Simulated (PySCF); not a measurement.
```yaml
atoms:
  - { symbol: C, position_ang: [-2.9141, 0.2985, -0.1566] }
  - { symbol: C, position_ang: [-1.5260, 0.1954, 0.3107] }
  - { symbol: C, position_ang: [-0.4908, 0.2724, -0.7567] }
  - { symbol: C, position_ang: [0.8233, 0.0413, -0.5961] }
  - { symbol: B, position_ang: [1.5385, -0.3605, 0.7102] }
  - { symbol: F, position_ang: [0.8445, -0.5186, 1.8301] }
  - { symbol: P, position_ang: [3.4606, -0.6503, 0.8121] }
  - { symbol: H, position_ang: [-3.7173, 0.2772, 0.5531] }
  - { symbol: H, position_ang: [-3.1498, 0.3981, -1.1973] }
  - { symbol: H, position_ang: [-1.3243, 0.9879, 1.0494] }
  - { symbol: H, position_ang: [-1.3901, -0.7287, 0.8913] }
  - { symbol: H, position_ang: [-0.8628, 0.5501, -1.7370] }
  - { symbol: H, position_ang: [1.4402, 0.1522, -1.4819] }
  - { symbol: H, position_ang: [3.7625, 0.5009, 0.0971] }
  - { symbol: H, position_ang: [3.5012, -1.4079, -0.3503] }
```

Geometry: GFN2-xTB.

These are results of UKS B3LYP, pcH-1 on B C F H P, non-relativistic, mean-field spin-orbit, GIAO in PySCF, not measurements.

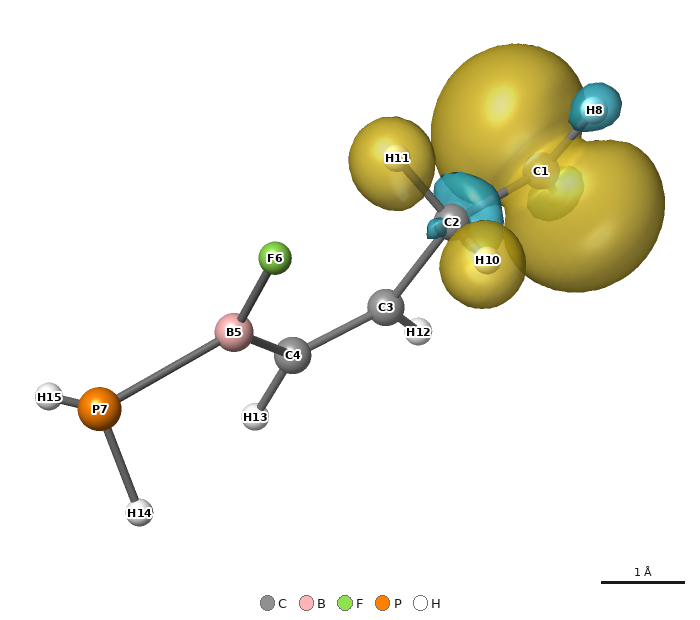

C4H8BFP (SMILES [CH2]C/C=C\B(F)P) (doublet). Isosurfaces of the spin density at +0.02 (yellow) and −0.02 e/Å³ (cyan), seen at an oblique angle.

Which atoms carry the spin?

The unpaired spin (1 electron) lies mostly on C1 (about 0.7), in electrons by Hirshfeld's partition.
